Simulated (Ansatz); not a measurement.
# SnO (tin(ii) oxide): wB97X/def2-TZVPPD (core potential)

Aim: the vertical singlet–triplet gap of SnO (tin(ii) oxide) at wB97X/def2-TZVPPD (core potential), from 2 runs. 

The results are computed with Ansatz 0.2.0.

47 further runs of the same task are left out: 1 that didn't finish, 46 set aside as unsound or not needed.

## 1. Starting point

The species is SnO (2 atoms), meant as a singlet with charge 0. As SMILES, `[O]=[Sn]`. Geometry: relaxed at PBE0-D4/def2-TZVP.

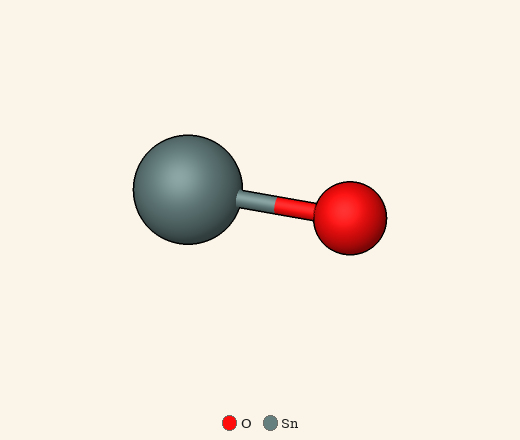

The structure, seen from a chosen angle (oxygen red, tin teal).

## 2. The energy at wB97X/def2-TZVPPD (core potential)

Contents of molecule.yaml:

```yaml
basis:
  gaussian: {orbitals: def2-TZVPPD.json}
crystal:
  periodic: [false, false, false]
  atoms:
    - {symbol: O, position_ang: [-0.000000, 0.000000, -0.007080]}
    - {symbol: Sn, position_ang: [0.000000, -0.000000, 1.810660]}
hamiltonian: {xc: {name: wB97X}}
accuracy: high
output: {orbitals: {seedname: orbitals}}
```

The basis set def2-TZVPPD is read from a file made from the Basis Set Exchange's data (not shown).

The run is started by

```bash
$ ansatz run molecule.yaml --threads 1 --pin off --max-ram 3480MiB --events-out events.jsonl --progress --plain --runs-dir runs
```

Standard output:

```text
Warning: RAYON_NUM_THREADS=1 ignored (pool sized by the plan → 1); use --threads N
Functional definition: wB97X
  name "wB97X"
  parameter omega = 0.3/bohr
  parameter cx = 0.157706
  parameter cx1 = 0.726479
  parameter cx2 = 1.04760
  parameter cx3 = -5.70635
  parameter cx4 = 13.2794
  parameter css1 = -4.33879
  parameter css2 = 18.2308
  parameter css3 = -31.7430
  parameter css4 = 17.2901
  parameter cos1 = 2.37031
  parameter cos2 = -11.3995
  parameter cos3 = 6.58405
  parameter cos4 = -3.78132
  exchange = spin_sum(e_x_unif_sr(omega)*poly(b97_u_x, 1 - cx, cx1, cx2, cx3, cx4)) + cx*exact_x_sr(omega)
      + exact_x_lr(omega)
  correlation = spin_sum(e_c_pw_same_spin*poly(b97_u_same, 1, css1, css2, css3, css4))
      + integral(e_c_pw_opposite_spin*poly(b97_u_opposite, 1, cos1, cos2, cos3, cos4))
1538 factors; integrals over basis functions are off by at most 3.3e-9 eV
347 factors; integrals over basis functions are off by at most 2.0e-9 eV
mean field evaluation 1: about -7868.3161 eV, gradient 7.5e1 eV
mean field evaluation 2: about -7763.1915 eV, gradient 2.0e2 eV
mean field evaluation 4: about -7879.5668 eV, gradient 4.3e0 eV
mean field evaluation 8: about -7879.5920 eV, gradient 8.0e-1 eV
mean field evaluation 16: about -7879.5932 eV, gradient 3.2e-5 eV
mean field -7879.59317818 eV, -289.5697083180 hartree, gradient 3.8e-8 eV, S^2 0.000000; 0 other end points of the search recorded, 0 dependent functions left out
reference -7879.59317558 eV, -289.5697082226 hartree; 15, 15 occupied and 81, 81 virtual orbitals, 1538 factors
Total energy: -7879.59317558 eV, -289.5697082226 hartree
```

Wall time 15 s (1 thread of Arm Neoverse V1, shared host); peak memory 0.36 GiB.

## 3. The triplet

Contents of in.yaml:

```yaml
crystal:
  periodic: [false, false, false]
  atoms:
    - symbol: O
      position_ang: [-0.000000, 0.000000, -0.007080]
    - symbol: Sn
      position_ang: [0.000000, -0.000000, 1.810660]
basis:
  gaussian: {orbitals: def2-TZVPPD.json}
accuracy: high
output: {orbitals: {seedname: orbitals}}
hamiltonian: {xc: {name: wB97X}}
magnetization: {spin_polarized: true, initial_magnetization: 2}
```

The basis set def2-TZVPPD is read from a file made from the Basis Set Exchange's data (not shown).

The run is started by

```bash
$ ansatz run in.yaml --threads 1 --pin off --max-ram 3480MiB --events-out events.jsonl --progress --plain --runs-dir runs
```

Standard output (excerpt; [...] marks lines left out):

```text
Warning: RAYON_NUM_THREADS=1 ignored (pool sized by the plan → 1); use --threads N
Functional definition: wB97X
  name "wB97X"
[...]
      + exact_x_lr(omega)
[...]
      + integral(e_c_pw_opposite_spin*poly(b97_u_opposite, 1, cos1, cos2, cos3, cos4))
1538 factors; integrals over basis functions are off by at most 3.3e-9 eV
347 factors; integrals over basis functions are off by at most 2.0e-9 eV
[...]
mean field -7876.58400568 eV, -289.4591232684 hartree, gradient 5.1e-8 eV, S^2 2.008015; 3 other end points of the search recorded, 0 dependent functions left out
reference -7876.58400400 eV, -289.4591232067 hartree; 16, 14 occupied and 80, 82 virtual orbitals, 1538 factors
Total energy: -7876.58400400 eV, -289.4591232067 hartree
```

Run time: 2.5 min. Hardware: 1 thread of Arm Neoverse V1, shared host; peak memory 0.64 GiB.

## 4. Summary of results

Level: wB97X/def2-TZVPPD (core potential).

```
                                        quantity          value
                           singlet: total energy  -289.56971 Eh
                            singlet: HOMO energy       -9.97 eV
                            singlet: LUMO energy       -0.51 eV
                          singlet: HOMO–LUMO gap        9.46 eV
                           triplet: total energy  -289.45912 Eh
     triplet: HOMO energy (highest over α and β)       -6.55 eV
      triplet: LUMO energy (lowest over α and β)       -3.08 eV
                                   triplet: ⟨S²⟩          2.008
vertical energy of the triplet above the singlet       3.009 eV
```

In words: At this shape the triplet lies 3.01 eV (69 kcal/mol) above the singlet.
